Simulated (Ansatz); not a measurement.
## GaAs: alloy series

Base system: GaAs in the zinc blende structure (space group F-43m, No. 216; a = 5.6667 Å).

The other end (x = 1) is GaP in the zinc blende structure (space group F-43m, No. 216): 20.25 Å³/atom, gap 1.85 eV.

P replaces a fraction x of As; each row is one arrangement (x, atoms in the cell, starting space group or random), fully relaxed.

Method: Ansatz (a program for electronic structure), r2SCAN, PAW, cutoff 500 eV, no SOC.

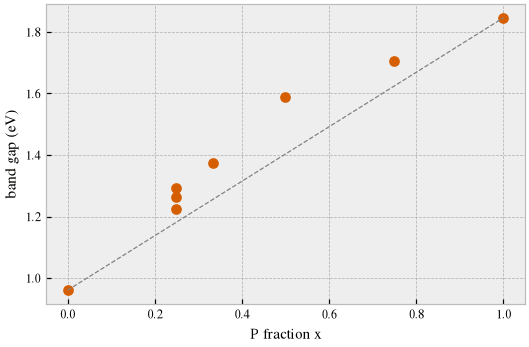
*Band gap against P fraction x; the dashed line joins the ends*

```
P fraction x                  band gap
----------------------------  --------
x(P) = 0.25, 8 atoms, P-4m2    1.26 eV
x(P) = 0.25, 8 atoms, Amm2     1.22 eV
x(P) = 0.25, 8 atoms, I-42m    1.29 eV
x(P) = 0.333, 6 atoms, I-4m2   1.37 eV
x(P) = 0.5, 8 atoms, P-4m2     1.59 eV
x(P) = 0.75, 8 atoms, P-4m2    1.70 eV
```

These are small ordered cells, not random alloys; other orderings at the same x differ. Whether these cells are dynamically stable was not tested.
